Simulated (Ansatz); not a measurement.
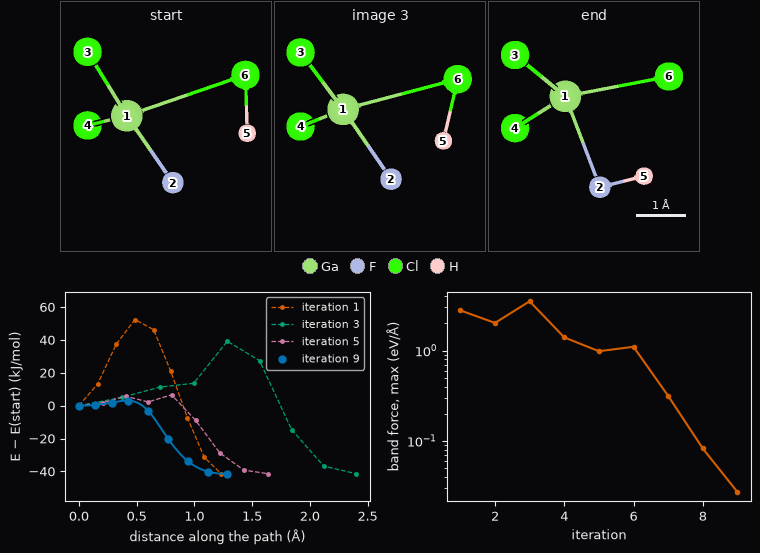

A search for the minimum-energy path of GaHCl3F by the nudged elastic band. Images are numbered from 0 (start) to 8 (end). The plot follows the band through its iterations. A ball-and-stick model, seen from a free direction.

Method: Ansatz, RKS PBE0/def2-SVP. Set-up: 7 movable images; climbing image; force threshold 0.03 eV/Å; iteration limit 60; spring constant 20.0 eV/Å²; starting path through a guess of the saddle point.

How did the profile develop, and is the result final?

Answer. The run is converged, with reservations. The band converged in 9 iterations. The largest component of the band force went from 2.8 to 0.027 eV/Å. The climbing image converged on the top of the path. Its curvatures weren't checked. The first iteration put the highest image at 52.4 kJ/mol. The energy climbs by 3.1 kJ/mol to image 3 and then falls by 44.5 kJ/mol, so the end point sits at −41.4 kJ/mol.
